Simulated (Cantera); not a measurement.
Feed: 1 mol SiH2Cl2, 0.01 mol Cl2, 570 mol H2, at 7.50 Torr.

Equilibrium computed with Cantera from the NASA thermochemical tables; the gas is ideal and each condensed phase is pure. Candidate condensed phases: Si; 19 gas species. Gases not in the tables: Si2H6 and higher silanes. Rates play no part.

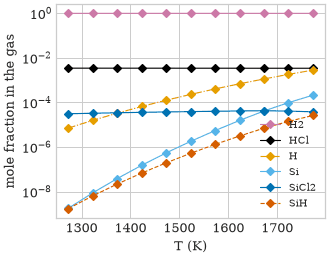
Figure: Equilibrium gas composition (values under 1e-9 drawn at 1e-9)

From 1273 K to 1673 K the condensed part is Si(s). From 1723 K to 1773 K the condensed part is Si(l). The main Si-bearing gas is SiCl2 at 1273 K and Si at 1773 K. The share of Si in condensed phases is highest at 1273 K (98.2 %) and lowest at 1773 K (82.1 %).
